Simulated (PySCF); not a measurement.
# MoCl₂: triplet, from a linear start

Aim: relax MoCl₂ as a triplet from a linear start, check by its vibrations whether the end is a minimum, and collect its spectrum and constants.

Method: PBE0, basis Mo def2-TZVP with ECP28, Cl def2-TZVP, scalar-relativistic core potentials, no spin–orbit coupling, density fitting; program: PySCF 2.14.0.

## (1) Where the work starts

3 atoms, charge 0, spin multiplicity 3.

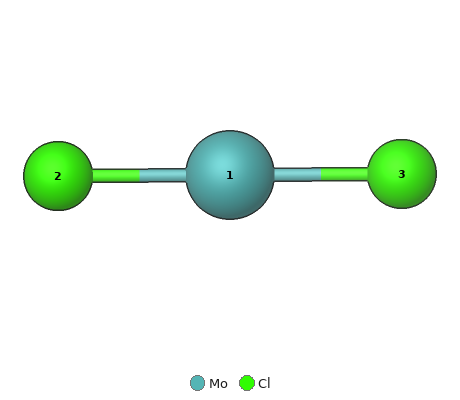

The starting geometry (molybdenum teal, chlorine green); atoms are numbered from 1 in the order of the file.

```xyz
3
charge 0 multiplicity 3
Mo    0.0000    0.0000    0.0000
Cl    0.0000    0.0000    2.3700
Cl    0.0000    0.0000   -2.3700
```

## (2) Finding the electronic state

The steps below are one call of a driver around PySCF. For each, scf.py gives the equivalent set-up of the SCF; relaxations use the driver's own optimiser. After this first run the driver tries any further starts and a stability analysis.

File scf.py:

```python
from pyscf import gto, scf, dft
mol = gto.M(atom='''
Mo     0.000000     0.000000     0.000000
Cl     0.000000     0.000000     2.370000
Cl     0.000000     0.000000    -2.370000''',
    basis={'Mo': 'def2-TZVP', 'Cl': 'def2-TZVP'},
    ecp={'Mo': 'def2-TZVP'},
    charge=0, spin=2)
mf = dft.UKS(mol, xc='PBE0')
mf.grids.atom_grid = (50, 194)
aux = {'Mo': 'def2-universal-JKFIT', 'Cl': 'def2-universal-JKFIT'}
mf = mf.density_fit(auxbasis=aux)
mf.conv_tol = 1e-08
mf.diis_space = 10
mf.max_cycle = 60
mf.init_guess = 'minao'
mf.verbose = 4
mf.kernel()
```

Run with:

```
$ OMP_NUM_THREADS=4 python axn.py task.json out
```

Further steps of the session: Linear start, triplet: relaxation; Hessian and properties; Following the imaginary mode; Frequencies.

What does the calculation give? Wanted: minimum; geometry; wavenumbers; dipole moment; highest occupied, lowest empty level; polar-tensor charge of Mo1; zero-point energy; atomisation energy; ⟨S²⟩.

**Answer**, as computed:

```
                                          quantity                                value
                                           minimum        broken-symmetry (Ms = 1), C2v
                                          geometry  Mo–Cl 2.241 Å (×2); Cl–Mo–Cl 134.3°
                                wavenumbers (cm⁻¹)                         73, 379, 432
                                     dipole moment                               2.12 D
highest occupied, lowest empty level (either spin)                      -6.13, -3.32 eV
                        polar-tensor charge of Mo1                              +1.18 e
                                 zero-point energy                           5.3 kJ/mol
                               entropy at 298.15 K                      311.7 J/(mol K)
         atomisation energy (no zero-point energy)                           650 kJ/mol
                                              ⟨S²⟩                                2.945
```

**Reading.** From D∞h at the start the molecule goes to a C2v minimum, after a stop at a saddle point 11.6 kJ/mol higher, from which it was pushed off along an imaginary mode. The determinant is spin-contaminated (⟨S²⟩ = 2.95 against 2.00), so it is no pure spin state. The strongest infrared band lies at 432 cm⁻¹ (stretch). The first SCF alone would have been 76 kJ/mol too high. Only this shape and spin were tried, so other structures or states may lie lower. The SCF density has lower symmetry than the nuclear frame. One determinant may miss the lowest occupation of an open d or f shell.
